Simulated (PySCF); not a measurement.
# H₂Cl₂, a complex of two parts: interaction energy

Wanted: the interaction energy for 2 × `Cl`.

Computed with PySCF 2.14.0; each step states its level. No surroundings beyond the atoms listed, unless a continuum is named. Atoms count from 0, parts from 1.

## 1. The system as given

4 atoms, charge 0, multiplicity 1; geometry: GFN2-xTB. Parts: 1 = atoms 0–1, `Cl`, charge 0; 2 = atoms 2–3, `Cl`, charge 0.

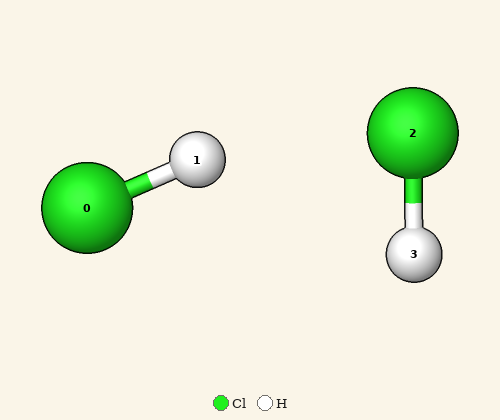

The starting geometry (chlorine green, hydrogen white), atoms numbered.

## 2. Optimising the geometry at PBE0-D3(BJ)/def2-TZVPD

The job: settings as JSON, then the geometry in Å.

```
{"job": {"xc": "PBE0", "basis": "def2-TZVPD", "d3": "d3bj", "grid": 3, "kind": "geom", "shake": 0.01}, "charge": 0, "multiplicity": 1, "parts": [{"atoms": "0-1", "charge": 0, "multiplicity": 1}, {"atoms": "2-3", "charge": 0, "multiplicity": 1}]}
Cl     0.185373     0.404052     0.142801
H      0.056380    -0.854036     0.232389
Cl    -0.245083    -2.973258     1.034834
H     -0.345339    -2.375076     2.162401
```

Started as:

```
$ OMP_NUM_THREADS=1 python cluster_run.py task.json out
```

The driver reads the jobs from task.json and runs them one after another.

What it wrote:

```text
step   0  E = -921.33541555  max force = 0.014879
step   1  E = -921.33617757  max force = 0.004288
step   2  E = -921.33621018  max force = 0.000428
step   3  E = -921.33621399  max force = 0.000319
optimisation converged
```

Wall time 12 s (1 thread of Arm Neoverse V1, shared host); peak memory 0.46 GiB.

Along the way:

```
step  energy from step 0 (eV)  largest force component (eV/Å)
   0                   0.0000                          0.7651
   1                  -0.0207                          0.2205
   2                  -0.0216                          0.0220
   3                  -0.0217                          0.0164
```

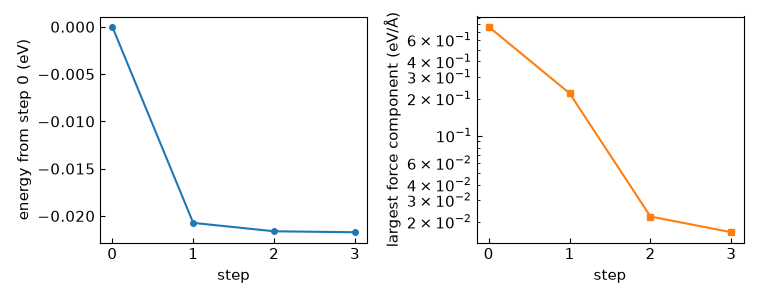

Energy and force, step by step.

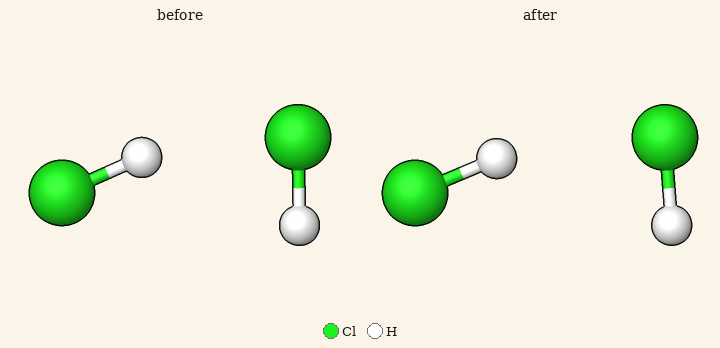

Before and after, at one scale.

Close pairs (by a distance rule), those that changed most:

```
  bond  before (Å)  after (Å)  change (Å)
Cl0–H1       1.268      1.286      +0.018
Cl2–H3       1.280      1.281      +0.001
```

The final coordinates are the input of the step that follows.

```
                         at the end point                value
rotational constants (GHz, main isotopes)  308.6, 2.068, 2.054
                        dipole moment (D)                 1.80
```

Contacts at the end point (a selection, picked against the atoms' radii; other short pairs can be missing):

```
   atoms  distance (Å)  kind (by distance and angle)  angle (°)
H1···Cl2          2.46                 hydrogen bond        164
```

Against the parts relaxed at this level the binding energy is -2.40 kcal/mol, without counterpoise.

## 3. Coupled-cluster interaction energy: CCSD(T) and MP2, 2.46 Å

The job: settings as JSON, then the geometry in Å.

```
{"job": {"kind": "intercc", "basis": "aug-cc-pVDZ", "basis_mid": "aug-cc-pVTZ", "basis_large": "aug-cc-pVQZ"}, "charge": 0, "multiplicity": 1, "parts": [{"atoms": "0-1", "charge": 0, "multiplicity": 1}, {"atoms": "2-3", "charge": 0, "multiplicity": 1}]}
Cl     0.210086     0.517294     0.083850
H      0.075188    -0.756580     0.199244
Cl    -0.259655    -3.032905     1.068212
H     -0.371893    -2.503192     2.229418
```

Method: CCSD(T)/aug-cc-pVDZ and MP2/aug-cc-pVTZ, aug-cc-pVQZ counterpoise interaction energy, frozen core, gas phase.

What it wrote:

```text
part 1, own basis, geometry of the cluster
final grid: 17120 points
cycle   1  E = -460.0904656391  dE = -9.773e-02  |g| = 2.118e-01  |ddm| = 1.856e+00
cycle   2  E = -460.1054693714  dE = -1.500e-02  |g| = 8.090e-02  |ddm| = 4.464e-01
cycle   3  E = -460.1071863325  dE = -1.717e-03  |g| = 1.677e-02  |ddm| = 9.350e-02
cycle   4  E = -460.1073740398  dE = -1.877e-04  |g| = 5.220e-03  |ddm| = 2.582e-02
cycle   5  E = -460.1073954785  dE = -2.144e-05  |g| = 9.857e-04  |ddm| = 9.478e-03
cycle   6  E = -460.1073961780  dE = -6.995e-07  |g| = 2.405e-04  |ddm| = 1.832e-03
cycle   7  E = -460.1073962181  dE = -4.011e-08  |g| = 3.085e-05  |ddm| = 6.667e-04
cycle   8  E = -460.1073962186  dE = -5.207e-10  |g| = 5.363e-06  |ddm| = 7.697e-05
converged SCF energy = -460.1073962186

part 2, own basis, geometry of the cluster
final grid: 17120 points
cycle   1  E = -460.0906871911  dE = -9.374e-02  |g| = 2.113e-01  |ddm| = 1.859e+00
cycle   2  E = -460.1055906364  dE = -1.490e-02  |g| = 8.044e-02  |ddm| = 4.464e-01
cycle   3  E = -460.1072881406  dE = -1.698e-03  |g| = 1.672e-02  |ddm| = 9.297e-02
cycle   4  E = -460.1074745475  dE = -1.864e-04  |g| = 5.192e-03  |ddm| = 2.582e-02
cycle   5  E = -460.1074957141  dE = -2.117e-05  |g| = 9.768e-04  |ddm| = 9.416e-03
cycle   6  E = -460.1074963983  dE = -6.842e-07  |g| = 2.387e-04  |ddm| = 1.810e-03
cycle   7  E = -460.1074964378  dE = -3.949e-08  |g| = 3.074e-05  |ddm| = 6.618e-04
cycle   8  E = -460.1074964383  dE = -5.186e-10  |g| = 5.341e-06  |ddm| = 7.727e-05
converged SCF energy = -460.1074964383

part 1, own basis, relaxed alone
final grid: 17120 points
cycle   1  E = -460.0907644859  dE = -9.218e-02  |g| = 2.112e-01  |ddm| = 1.860e+00
cycle   2  E = -460.1056295192  dE = -1.487e-02  |g| = 8.027e-02  |ddm| = 4.464e-01
cycle   3  E = -460.1073196096  dE = -1.690e-03  |g| = 1.671e-02  |ddm| = 9.277e-02
cycle   4  E = -460.1075055282  dE = -1.859e-04  |g| = 5.181e-03  |ddm| = 2.582e-02
cycle   5  E = -460.1075265911  dE = -2.106e-05  |g| = 9.734e-04  |ddm| = 9.393e-03
cycle   6  E = -460.1075272694  dE = -6.783e-07  |g| = 2.380e-04  |ddm| = 1.801e-03
cycle   7  E = -460.1075273087  dE = -3.925e-08  |g| = 3.070e-05  |ddm| = 6.599e-04
cycle   8  E = -460.1075273092  dE = -5.216e-10  |g| = 5.332e-06  |ddm| = 7.739e-05
converged SCF energy = -460.1075273092

part 2, own basis, relaxed alone: E = -460.1075273092 (as before)

cluster
final grid: 4488 points
cycle   1  E = -920.2147190469  dE = -2.387e-03  |g| = 1.796e-02  |ddm| = 2.770e-01
cycle   2  E = -920.2148977546  dE = -1.787e-04  |g| = 5.614e-03  |ddm| = 4.735e-02
cycle   3  E = -920.2149202782  dE = -2.252e-05  |g| = 2.009e-03  |ddm| = 1.282e-02
cycle   4  E = -920.2149232333  dE = -2.955e-06  |g| = 4.833e-04  |ddm| = 5.319e-03
cycle   5  E = -920.2149234171  dE = -1.837e-07  |g| = 1.317e-04  |ddm| = 1.239e-03
cycle   6  E = -920.2149234276  dE = -1.052e-08  |g| = 3.047e-05  |ddm| = 2.946e-04
cycle   7  E = -920.2149234283  dE = -7.296e-10  |g| = 6.777e-06  |ddm| = 9.070e-05
converged SCF energy = -920.2149234283

part 1 in the basis of the cluster
final grid: 4488 points
cycle   1  E = -460.1074222724  dE = -2.512e-05  |g| = 8.578e-04  |ddm| = 1.081e-01
cycle   2  E = -460.1074225509  dE = -2.785e-07  |g| = 1.137e-04  |ddm| = 1.124e-02
cycle   3  E = -460.1074225578  dE = -6.873e-09  |g| = 1.040e-05  |ddm| = 1.600e-03
cycle   4  E = -460.1074225578  dE = -6.781e-11  |g| = 2.541e-06  |ddm| = 8.664e-05
converged SCF energy = -460.1074225578

part 2 in the basis of the cluster
final grid: 4488 points
cycle   1  E = -460.1075543733  dE = -5.897e-05  |g| = 1.630e-03  |ddm| = 1.578e-01
cycle   2  E = -460.1075554520  dE = -1.079e-06  |g| = 2.558e-04  |ddm| = 2.058e-02
cycle   3  E = -460.1075554867  dE = -3.465e-08  |g| = 2.339e-05  |ddm| = 3.617e-03
cycle   4  E = -460.1075554870  dE = -3.731e-10  |g| = 4.329e-06  |ddm| = 1.814e-04
converged SCF energy = -460.1075554870

Interaction energy (kcal/mol)
  counterpoise       -2.029
  uncorrected        -2.471
  dispersion part     0.000
  deformation         0.050
  binding            -1.979

Decomposition of the uncorrected value (kcal/mol)
  electrostatic      -3.014
  Pauli               4.621
  orbital            -1.626
  dispersion          0.000
  correlation        -2.451

Charge of each part in the cluster: -0.012 0.012
part 1, own basis, geometry of the cluster
final grid: 17120 points
cycle   1  E = -460.0941077701  dE = -9.871e-02  |g| = 2.138e-01  |ddm| = 2.003e+00
cycle   2  E = -460.1091718840  dE = -1.506e-02  |g| = 8.709e-02  |ddm| = 4.029e-01
cycle   3  E = -460.1109335777  dE = -1.762e-03  |g| = 1.750e-02  |ddm| = 1.458e-01
cycle   4  E = -460.1111341989  dE = -2.006e-04  |g| = 5.850e-03  |ddm| = 3.202e-02
cycle   5  E = -460.1111605921  dE = -2.639e-05  |g| = 1.048e-03  |ddm| = 1.418e-02
cycle   6  E = -460.1111613776  dE = -7.855e-07  |g| = 2.622e-04  |ddm| = 2.803e-03
cycle   7  E = -460.1111614232  dE = -4.563e-08  |g| = 3.877e-05  |ddm| = 7.582e-04
cycle   8  E = -460.1111614240  dE = -7.602e-10  |g| = 6.383e-06  |ddm| = 1.383e-04
converged SCF energy = -460.1111614240

part 2, own basis, geometry of the cluster
final grid: 17120 points
cycle   1  E = -460.0943390814  dE = -9.473e-02  |g| = 2.133e-01  |ddm| = 2.006e+00
cycle   2  E = -460.1093037452  dE = -1.496e-02  |g| = 8.664e-02  |ddm| = 4.021e-01
cycle   3  E = -460.1110459484  dE = -1.742e-03  |g| = 1.746e-02  |ddm| = 1.444e-01
cycle   4  E = -460.1112453213  dE = -1.994e-04  |g| = 5.821e-03  |ddm| = 3.174e-02
cycle   5  E = -460.1112714175  dE = -2.610e-05  |g| = 1.038e-03  |ddm| = 1.402e-02
cycle   6  E = -460.1112721859  dE = -7.684e-07  |g| = 2.600e-04  |ddm| = 2.781e-03
cycle   7  E = -460.1112722308  dE = -4.484e-08  |g| = 3.857e-05  |ddm| = 7.518e-04
cycle   8  E = -460.1112722315  dE = -7.552e-10  |g| = 6.368e-06  |ddm| = 1.380e-04
converged SCF energy = -460.1112722315

part 1, own basis, relaxed alone
final grid: 17120 points
cycle   1  E = -460.0944202098  dE = -9.317e-02  |g| = 2.131e-01  |ddm| = 2.008e+00
cycle   2  E = -460.1093467872  dE = -1.493e-02  |g| = 8.647e-02  |ddm| = 4.018e-01
cycle   3  E = -460.1110815628  dE = -1.735e-03  |g| = 1.744e-02  |ddm| = 1.439e-01
cycle   4  E = -460.1112804681  dE = -1.989e-04  |g| = 5.810e-03  |ddm| = 3.164e-02
cycle   5  E = -460.1113064514  dE = -2.598e-05  |g| = 1.035e-03  |ddm| = 1.396e-02
cycle   6  E = -460.1113072132  dE = -7.618e-07  |g| = 2.592e-04  |ddm| = 2.773e-03
cycle   7  E = -460.1113072578  dE = -4.454e-08  |g| = 3.849e-05  |ddm| = 7.494e-04
cycle   8  E = -460.1113072585  dE = -7.551e-10  |g| = 6.361e-06  |ddm| = 1.379e-04
converged SCF energy = -460.1113072585

part 2, own basis, relaxed alone: E = -460.1113072585 (as before)

cluster
final grid: 4488 points
cycle   1  E = -920.2221920335  dE = -2.416e-03  |g| = 1.874e-02  |ddm| = 2.862e-01
cycle   2  E = -920.2223793026  dE = -1.873e-04  |g| = 5.979e-03  |ddm| = 4.469e-02
cycle   3  E = -920.2224026025  dE = -2.330e-05  |g| = 2.195e-03  |ddm| = 1.417e-02
cycle   4  E = -920.2224061593  dE = -3.557e-06  |g| = 5.133e-04  |ddm| = 6.436e-03
cycle   5  E = -920.2224063611  dE = -2.018e-07  |g| = 1.496e-04  |ddm| = 1.635e-03
cycle   6  E = -920.2224063743  dE = -1.324e-08  |g| = 3.426e-05  |ddm| = 4.009e-04
cycle   7  E = -920.2224063752  dE = -8.599e-10  |g| = 7.230e-06  |ddm| = 1.094e-04
converged SCF energy = -920.2224063752

part 1 in the basis of the cluster
final grid: 4488 points
cycle   1  E = -460.1111701559  dE = -7.664e-06  |g| = 4.951e-04  |ddm| = 1.155e-01
cycle   2  E = -460.1111702802  dE = -1.243e-07  |g| = 7.290e-05  |ddm| = 1.278e-02
cycle   3  E = -460.1111702835  dE = -3.329e-09  |g| = 4.757e-06  |ddm| = 1.964e-03
cycle   4  E = -460.1111702835  dE = -1.450e-11  |g| = 7.761e-07  |ddm| = 5.743e-05
converged SCF energy = -460.1111702835

part 2 in the basis of the cluster
final grid: 4488 points
cycle   1  E = -460.1112910397  dE = -1.943e-05  |g| = 8.593e-04  |ddm| = 1.771e-01
cycle   2  E = -460.1112913604  dE = -3.207e-07  |g| = 1.261e-04  |ddm| = 2.119e-02
cycle   3  E = -460.1112913697  dE = -9.343e-09  |g| = 1.140e-05  |ddm| = 3.462e-03
cycle   4  E = -460.1112913698  dE = -9.118e-11  |g| = 1.685e-06  |ddm| = 1.922e-04
converged SCF energy = -460.1112913698

Interaction energy (kcal/mol)
  counterpoise       -2.169
  uncorrected        -2.413
  dispersion part     0.000
  deformation         0.058
  binding            -2.110

Decomposition of the uncorrected value (kcal/mol)
  electrostatic      -2.975
  Pauli               4.644
  orbital            -1.651
  dispersion          0.000
  correlation        -2.431

Charge of each part in the cluster: -0.012 0.012
part 1 in the basis of the cluster: E(HF) = -460.092647048  E2 = -0.159576283  E(CCSD corr) = -0.176072328  (T) = -0.004009007
part 2 in the basis of the cluster: E(HF) = -460.092848207  E2 = -0.159794566  E(CCSD corr) = -0.176298439  (T) = -0.004032987
cluster: E(HF) = -920.185450846  E2 = -0.321908020  E(CCSD corr) = -0.354047540  (T) = -0.008364002

Counterpoise interaction energy (kcal/mol)
  hf_small                   0.028
  mp2_small                 -1.564
  ccsd_small                -1.024
  ccsdt_small               -1.226
  hf_large                   0.035
  mp2_large                 -2.168
  hf_middle                  0.034
  mp2_middle                -2.029
  scs_mp2_large             -1.595
  mp2_limit                 -2.271
  ccsdt_less_mp2             0.338
  ccsdt_limit_estimate      -1.933
  bsse_mp2_large             0.245
```

It took 18 s on 1 thread of Arm Neoverse V1, shared host; peak memory 0.46 GiB.

Contacts at this geometry (a selection, picked against the atoms' radii; other short pairs can be missing):

```
   atoms  distance (Å)  kind (by distance and angle)  angle (°)
H1···Cl2          2.46                 hydrogen bond        164
```

Differences are taken before rounding.

```
                 method  interaction energy (kcal/mol)  from CCSD(T), limit estimate (kcal/mol)
         HF/aug-cc-pVDZ                           0.03                                    +1.96
        MP2/aug-cc-pVDZ                          -1.56                                    +0.37
       CCSD/aug-cc-pVDZ                          -1.02                                    +0.91
    CCSD(T)/aug-cc-pVDZ                          -1.23                                    +0.71
         HF/aug-cc-pVQZ                           0.03                                    +1.97
        MP2/aug-cc-pVQZ                          -2.17                                    -0.24
    SCS-MP2/aug-cc-pVQZ                          -1.60                                    +0.34
      MP2, extrapolated                          -2.27                                    -0.34
CCSD(T), limit estimate                          -1.93                                        0
```

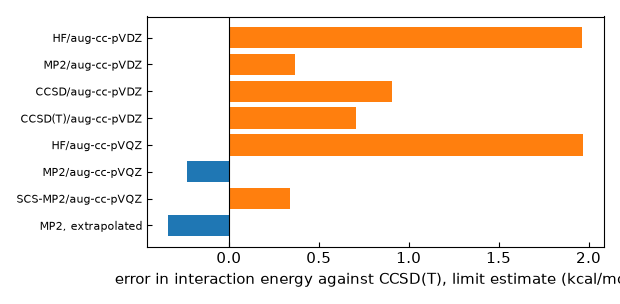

How far each level lands from CCSD(T), limit estimate.

These energies keep the parts at their geometry in the cluster; deforming them to it costs 0.06 kcal/mol (MP2).

## 4. Coupled-cluster interaction energy: CCSD(T) and MP2, 2.58 Å

Same as in step 3 but for these lines:

```diff
@@ -3,3 +3,3 @@
 H      0.075188    -0.756580     0.199244
-Cl    -0.259655    -3.032905     1.068212
-H     -0.371893    -2.503192     2.229418
+Cl    -0.276397    -3.146721     1.111660
+H     -0.388635    -2.617008     2.272866
```

Level: CCSD(T)/aug-cc-pVDZ and MP2/aug-cc-pVTZ, aug-cc-pVQZ counterpoise interaction energy, frozen core, gas phase.

What it wrote:

```text
part 1, own basis, geometry of the cluster: E = -460.1073962186 (as before)

part 2, own basis, geometry of the cluster: E = -460.1074964383 (as before)

part 1, own basis, relaxed alone: E = -460.1075273092 (as before)

part 2, own basis, relaxed alone: E = -460.1075273092 (as before)

cluster
final grid: 4488 points
cycle   1  E = -920.2154506357  dE = -1.642e-03  |g| = 1.476e-02  |ddm| = 2.392e-01
cycle   2  E = -920.2155709032  dE = -1.203e-04  |g| = 4.561e-03  |ddm| = 4.074e-02
cycle   3  E = -920.2155857775  dE = -1.487e-05  |g| = 1.624e-03  |ddm| = 1.051e-02
cycle   4  E = -920.2155877766  dE = -1.999e-06  |g| = 3.741e-04  |ddm| = 4.482e-03
cycle   5  E = -920.2155878859  dE = -1.094e-07  |g| = 1.013e-04  |ddm| = 9.775e-04
cycle   6  E = -920.2155878919  dE = -5.955e-09  |g| = 2.418e-05  |ddm| = 2.229e-04
cycle   7  E = -920.2155878923  dE = -4.575e-10  |g| = 5.339e-06  |ddm| = 7.240e-05
converged SCF energy = -920.2155878923

part 1 in the basis of the cluster
final grid: 4488 points
cycle   1  E = -460.1074195513  dE = -2.243e-05  |g| = 8.057e-04  |ddm| = 9.725e-02
cycle   2  E = -460.1074197991  dE = -2.479e-07  |g| = 1.063e-04  |ddm| = 9.883e-03
cycle   3  E = -460.1074198052  dE = -6.052e-09  |g| = 9.606e-06  |ddm| = 1.396e-03
cycle   4  E = -460.1074198052  dE = -5.986e-11  |g| = 2.241e-06  |ddm| = 8.355e-05
converged SCF energy = -460.1074198052

part 2 in the basis of the cluster
final grid: 4488 points
cycle   1  E = -460.1075497681  dE = -5.433e-05  |g| = 1.546e-03  |ddm| = 1.471e-01
cycle   2  E = -460.1075507606  dE = -9.925e-07  |g| = 2.440e-04  |ddm| = 1.872e-02
cycle   3  E = -460.1075507925  dE = -3.189e-08  |g| = 2.251e-05  |ddm| = 3.205e-03
cycle   4  E = -460.1075507929  dE = -3.458e-10  |g| = 4.095e-06  |ddm| = 1.622e-04
converged SCF energy = -460.1075507929

Interaction energy (kcal/mol)
  counterpoise       -2.049
  uncorrected        -2.425
  dispersion part     0.000
  deformation         0.050
  binding            -2.000

Decomposition of the uncorrected value (kcal/mol)
  electrostatic      -2.372
  Pauli               3.052
  orbital            -1.117
  dispersion          0.000
  correlation        -1.988

Charge of each part in the cluster: -0.009 0.009
part 1, own basis, geometry of the cluster: E = -460.1111614240 (as before)

part 2, own basis, geometry of the cluster: E = -460.1112722315 (as before)

part 1, own basis, relaxed alone: E = -460.1113072585 (as before)

part 2, own basis, relaxed alone: E = -460.1113072585 (as before)

cluster
final grid: 4488 points
cycle   1  E = -920.2229338497  dE = -1.670e-03  |g| = 1.552e-02  |ddm| = 2.364e-01
cycle   2  E = -920.2230614175  dE = -1.276e-04  |g| = 4.908e-03  |ddm| = 3.724e-02
cycle   3  E = -920.2230769880  dE = -1.557e-05  |g| = 1.783e-03  |ddm| = 1.160e-02
cycle   4  E = -920.2230794121  dE = -2.424e-06  |g| = 4.011e-04  |ddm| = 5.389e-03
cycle   5  E = -920.2230795344  dE = -1.223e-07  |g| = 1.152e-04  |ddm| = 1.293e-03
cycle   6  E = -920.2230795419  dE = -7.500e-09  |g| = 2.725e-05  |ddm| = 3.013e-04
cycle   7  E = -920.2230795425  dE = -5.512e-10  |g| = 5.739e-06  |ddm| = 8.744e-05
converged SCF energy = -920.2230795425

part 1 in the basis of the cluster
final grid: 4488 points
cycle   1  E = -460.1111693053  dE = -6.900e-06  |g| = 4.718e-04  |ddm| = 1.004e-01
cycle   2  E = -460.1111694196  dE = -1.143e-07  |g| = 6.984e-05  |ddm| = 1.131e-02
cycle   3  E = -460.1111694226  dE = -3.074e-09  |g| = 4.462e-06  |ddm| = 1.758e-03
cycle   4  E = -460.1111694226  dE = -1.467e-11  |g| = 6.817e-07  |ddm| = 5.138e-05
converged SCF energy = -460.1111694226

part 2 in the basis of the cluster
final grid: 4488 points
cycle   1  E = -460.1112894042  dE = -1.780e-05  |g| = 8.216e-04  |ddm| = 1.520e-01
cycle   2  E = -460.1112897010  dE = -2.968e-07  |g| = 1.216e-04  |ddm| = 1.790e-02
cycle   3  E = -460.1112897098  dE = -8.709e-09  |g| = 1.096e-05  |ddm| = 2.904e-03
cycle   4  E = -460.1112897098  dE = -8.413e-11  |g| = 1.608e-06  |ddm| = 1.666e-04
converged SCF energy = -460.1112897098

Interaction energy (kcal/mol)
  counterpoise       -2.160
  uncorrected        -2.363
  dispersion part     0.000
  deformation         0.058
  binding            -2.102

Decomposition of the uncorrected value (kcal/mol)
  electrostatic      -2.334
  Pauli               3.068
  orbital            -1.140
  dispersion          0.000
  correlation        -1.958

Charge of each part in the cluster: -0.009 0.009
part 1 in the basis of the cluster: E(HF) = -460.092640675  E2 = -0.159530493  E(CCSD corr) = -0.176024100  (T) = -0.004003703
part 2 in the basis of the cluster: E(HF) = -460.092820129  E2 = -0.159701794  E(CCSD corr) = -0.176199901  (T) = -0.004022946
cluster: E(HF) = -920.186117724  E2 = -0.321313759  E(CCSD corr) = -0.353618818  (T) = -0.008293225

Counterpoise interaction energy (kcal/mol)
  hf_small                  -0.412
  mp2_small                 -1.718
  ccsd_small                -1.288
  ccsdt_small               -1.455
  hf_large                  -0.389
  mp2_large                 -2.160
  hf_middle                 -0.387
  mp2_middle                -2.050
  scs_mp2_large             -1.697
  mp2_limit                 -2.240
  ccsdt_less_mp2             0.264
  ccsdt_limit_estimate      -1.976
  bsse_mp2_large             0.203
```

Run time: 17 s. Hardware: 1 thread of Arm Neoverse V1, shared host; peak memory 0.52 GiB.

Contacts at this geometry (a selection, picked against the atoms' radii; other short pairs can be missing):

```
   atoms  distance (Å)  kind (by distance and angle)  angle (°)
H1···Cl2          2.58                 hydrogen bond        164
```

Differences are taken before rounding.

```
                 method  interaction energy (kcal/mol)  from CCSD(T), limit estimate (kcal/mol)
         HF/aug-cc-pVDZ                          -0.41                                    +1.56
        MP2/aug-cc-pVDZ                          -1.72                                    +0.26
       CCSD/aug-cc-pVDZ                          -1.29                                    +0.69
    CCSD(T)/aug-cc-pVDZ                          -1.45                                    +0.52
         HF/aug-cc-pVQZ                          -0.39                                    +1.59
        MP2/aug-cc-pVQZ                          -2.16                                    -0.18
    SCS-MP2/aug-cc-pVQZ                          -1.70                                    +0.28
      MP2, extrapolated                          -2.24                                    -0.26
CCSD(T), limit estimate                          -1.98                                        0
```

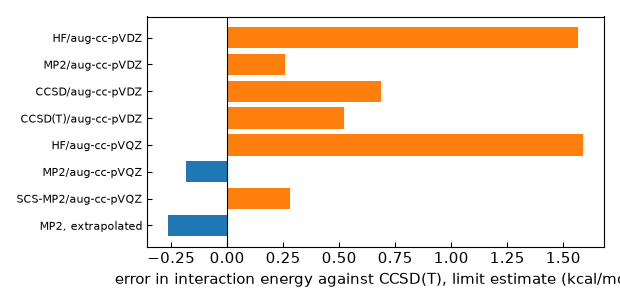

Error of each method against CCSD(T), limit estimate.

These energies keep the parts at their geometry in the cluster; deforming them to it costs 0.06 kcal/mol (MP2).

(Part 1 of 3 ends here.)
